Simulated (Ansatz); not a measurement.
## Run report: GaSiH7O3, frequency calculation

- system: GaSiH7O3
- method: RKS PBE/def2-SVP (Ansatz 0.2.0)

It belongs to a series of runs on one base structure; here: vibrations at the highest image of the band.

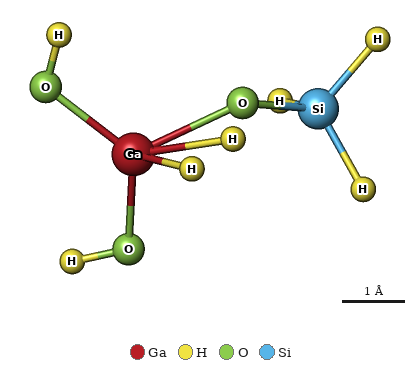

*The input geometry (ball-and-stick view, seen at a tilt). Sticks mark near contacts.*

Bond lengths as drawn: Ga–H 1.82 to 1.88 Å, Ga–O 1.80 to 1.97 Å, H–O 0.97 to 0.98 Å, H–Si 1.50 Å and O–Si 1.70 Å.

Input
```yaml
crystal:
  periodic: [false, false, false]
  atoms:
    - { symbol: Ga, position_ang: [0.008404, 0.023855, 0.068134] }
    - { symbol: H, position_ang: [-0.590503, -0.831591, 1.558006] }
    - { symbol: O, position_ang: [1.751642, -0.333407, -0.190223] }
    - { symbol: H, position_ang: [1.921349, -0.605783, -1.111007] }
    - { symbol: O, position_ang: [-1.141919, 0.109347, -1.313808] }
    - { symbol: H, position_ang: [-2.02543, 0.417158, -1.040903] }
    - { symbol: O, position_ang: [-0.212139, 1.342932, 1.518873] }
    - { symbol: Si, position_ang: [0.783521, 2.542264, 2.201257] }
    - { symbol: H, position_ang: [1.852321, 1.919823, 3.056297] }
    - { symbol: H, position_ang: [1.414439, 3.335209, 1.092465] }
    - { symbol: H, position_ang: [-0.065159, 3.448634, 3.047348] }
    - { symbol: H, position_ang: [-0.480428, 0.136659, 1.879364] }
basis:
  gaussian: { orbitals: def2-SVP }
hamiltonian:
  xc: pbe
phonons: {}
```

Hardware: 4 threads of Intel Xeon (Sapphire Rapids), 32 GiB of memory available, shared host.

Launch command:
```bash
ansatz run input.yaml --threads 4 --pin off --max-ram 5120MiB --backend cpu --events-out ev --progress --plain --runs-dir out
```

Log
```
Engine: ansatz 0.2.0, x86_64-unknown-linux-gnu
Functional definition: PBE
  parameter kappa = 0.804
  parameter beta = 0.06672455060314922
  exchange = pbe_x(kappa = kappa, mu = beta*pi^2/3)
  correlation = pbe_c(beta = beta)
1386 factors; their error is unknown
mean field evaluation 1: about -66462.7538 eV, gradient 9.9e1 eV
mean field evaluation 2: about -66368.6183 eV, gradient 2.3e2 eV
mean field evaluation 4: about -66479.2950 eV, gradient 9.8e0 eV
mean field evaluation 8: about -66479.4825 eV, gradient 3.0e-1 eV
mean field evaluation 16: about -66479.4117 eV, gradient 1.2e-3 eV
mean field -66479.41172666 eV, -2443.0733195909 hartree, gradient 4.5e-5 eV, S^2 0.000000; 0 other end points of the search recorded, 0 dependent functions left out
the calculation of the forces begins
reference -66479.41177227 eV, -2443.0733212672 hartree; 38, 38 occupied and 89, 89 virtual orbitals, 1386 factors
these checks for a lower state are left out or cut short: stability, starts, cluster_reference, orbital_swaps, neighbouring_geometries, increment
1386 factors; their error is unknown
mean field -66479.41162861 eV, -2443.0733159877 hartree, gradient 9.5e-7 eV, S^2 0.000000; 0 other end points of the search recorded, 0 dependent functions left out
[... from here on the field's lines of each further geometry are left out, up to the last ...]
the calculation of the forces begins
reference -66479.41175686 eV, -2443.0733207009 hartree; 38, 38 occupied and 89, 89 virtual orbitals, 1386 factors
these checks for a lower state are left out or cut short: stability, starts, cluster_reference, orbital_swaps, neighbouring_geometries, increment
1386 factors; their error is unknown
mean field evaluation 448: about -66479.4117 eV, gradient 1.5e-5 eV
mean field -66479.41168536 eV, -2443.0733180733 hartree, gradient 9.8e-7 eV, S^2 0.000000; 0 other end points of the search recorded, 0 dependent functions left out
the calculation of the forces begins
reference -66479.41173098 eV, -2443.0733197497 hartree; 38, 38 occupied and 89, 89 virtual orbitals, 1386 factors
WARN: phonons: modes at or below zero, which the zero-point energy, F, S and C_V leave out: 1, the lowest at -1055.07 cm⁻¹. A minimum has none, and a first-order saddle one
Total energy: -66479.41177227 eV, -2443.0733212672 hartree
Atom 0 at     0.008404     0.023855     0.068134 Å, force     0.004574    -0.003706     0.021012 eV/Å
Atom 1 at    -0.590503    -0.831591     1.558006 Å, force    -0.011164     0.002204     0.002141 eV/Å
Atom 2 at     1.751642    -0.333407    -0.190223 Å, force     0.006479     0.000215    -0.003523 eV/Å
Atom 3 at     1.921349    -0.605783    -1.111007 Å, force    -0.007976     0.001727     0.000192 eV/Å
Atom 4 at    -1.141919     0.109347    -1.313808 Å, force     0.000345     0.000766    -0.024336 eV/Å
Atom 5 at    -2.025430     0.417158    -1.040903 Å, force    -0.000200    -0.003624     0.010915 eV/Å
Atom 6 at    -0.212139     1.342932     1.518873 Å, force     0.013433    -0.002430    -0.019346 eV/Å
Atom 7 at     0.783521     2.542264     2.201257 Å, force    -0.004516     0.006533    -0.004860 eV/Å
Atom 8 at     1.852321     1.919823     3.056297 Å, force     0.000366     0.000527     0.001466 eV/Å
Atom 9 at     1.414439     3.335209     1.092465 Å, force    -0.001402    -0.000694     0.000777 eV/Å
Atom 10 at    -0.065159     3.448634     3.047348 Å, force    -0.000621    -0.006329     0.010391 eV/Å
Atom 11 at    -0.480428     0.136659     1.879364 Å, force     0.000681     0.004811     0.005169 eV/Å
Dipole moment:    -0.177942     0.087176     0.084392 e Å
Vibrations: -1055.07 46.91 60.63 93.90 138.55 171.46 199.90 223.23 267.64 395.25 437.70 648.09 690.02 702.11 706.58 800.63 816.57 833.88 906.24 918.71 937.16 961.44 1175.43 1684.97 1786.77 2171.61 2178.70 2184.23 3736.46 3743.32 cm⁻¹, zero-point energy 1.836087 eV
```

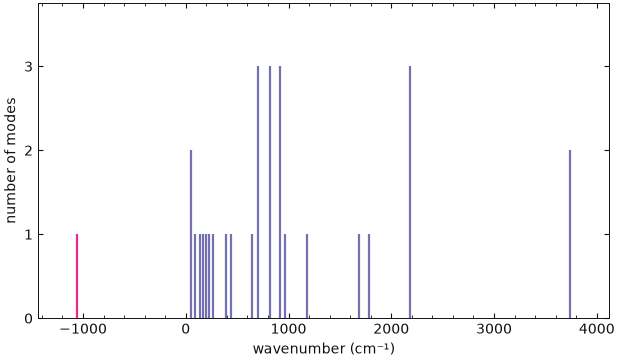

*Harmonic vibrational wavenumbers from the force constants; neighbouring modes closer than 22 cm⁻¹ are counted in one stick, and imaginary ones are drawn at negative wavenumbers.*

30 modes from 1055i to 3743 cm⁻¹, 1 imaginary beyond 8i (1055i cm⁻¹): a first-order saddle point, if the geometry is stationary.

Key numbers

- outcome: converged
- total energy: −66479.4118 eV
- mean-field energy: −66479.4118 eV
- largest force (length of the vector): 0.024 eV/Å
- wall time: 45 s (CPU time 2.7 min)
- peak memory: 0.2 GiB
